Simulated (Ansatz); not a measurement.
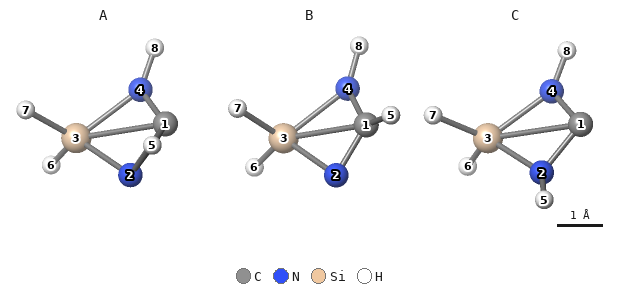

3 geometries from a converged minimum-energy path of CH$_{4}$N$_{2}$Si, shuffled. A ball-and-stick model, seen from a free direction.

Method: RKS PBE-D4/def2-SVP (Ansatz 0.2.0). Settings: 9 movable images; climbing image; force threshold 0.05 eV/Å; iteration limit 60; starting path through a guess of the saddle point.

### Which of them lies highest in energy?

A. In order along the path, whose images run from 0 to 10: B (image 3, +0.48 eV), A (image 5, +2.81 eV), C (image 9, +0.91 eV). A hydrogen atom shifts from one atom to another. Breaking: C1–H5 (1.12 → 1.28 at the top → 2.12 Å). Forming: N2–H5 (2.16 → 1.30 at the top → 1.02 Å).

The run took 3.1 min on 1 thread of Intel(R) Xeon(R) 6975P-C (Granite Rapids), with other jobs on the host, peak memory 0.16 GiB.
